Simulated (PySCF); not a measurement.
System: C$_{6}$H$_{13}$OP.

```xyz
21

C    -2.8778   -0.4124    0.1841
C    -1.5621   -0.0267    0.8396
C    -1.1536    1.4442    0.6741
C     0.3588    1.5438    0.8717
C     1.0105    0.4656    0.0028
C     2.4665    0.1562    0.3016
P    -0.1318   -0.9738    0.1359
O    -0.3842   -1.7797   -1.1003
H    -2.8189   -0.2933   -0.9081
H    -3.1341   -1.4640    0.3795
H    -3.7006    0.2157    0.5602
H    -1.5911   -0.2654    1.9174
H    -1.7073    2.0947    1.3691
H    -1.4125    1.7765   -0.3469
H     0.6110    1.3653    1.9330
H     0.7443    2.5450    0.6211
H     0.9014    0.7493   -1.0605
H     2.8582   -0.6145   -0.3794
H     2.5950   -0.2080    1.3338
H     3.0927    1.0549    0.1860
H     0.3895   -1.7174    1.2453
```

Geometry: PBE0-D3(BJ)/def2-SVP.

Level of theory: PBE0/pcSseg-1, SCF density, gas phase, non-relativistic in PySCF 2.14.0.

Question: Predict the electron density and electron localisation function between the atoms.

Answer: C–C (1.54 Å): ρ is about 1.6 e/Å³ halfway; the ELF peaks at about 0.95 between the atoms (a covalent bond).
C–H (1.10 Å): the density is about 1.9 e/Å³ at the midpoint; the ELF climbs to about 1 towards the hydrogen, as it does in any bond to H: an ordinary covalent bond to hydrogen.

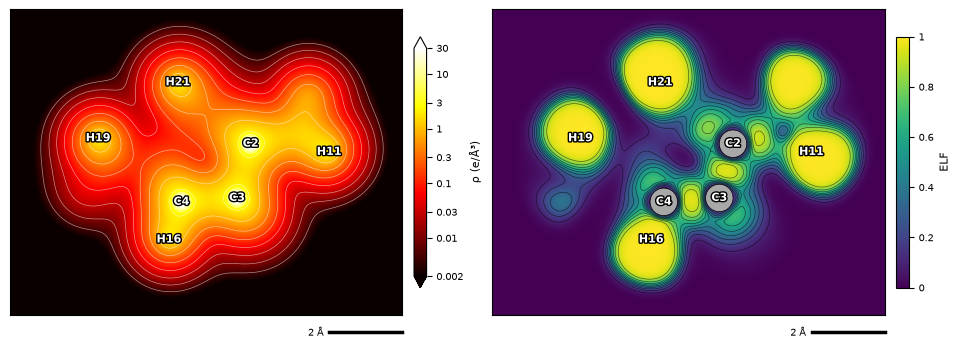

Computed electron density and electron localisation function on the plane of atoms C2, C3 and C4, in this order. Grey discs cover the atomic cores in the ELF map. 
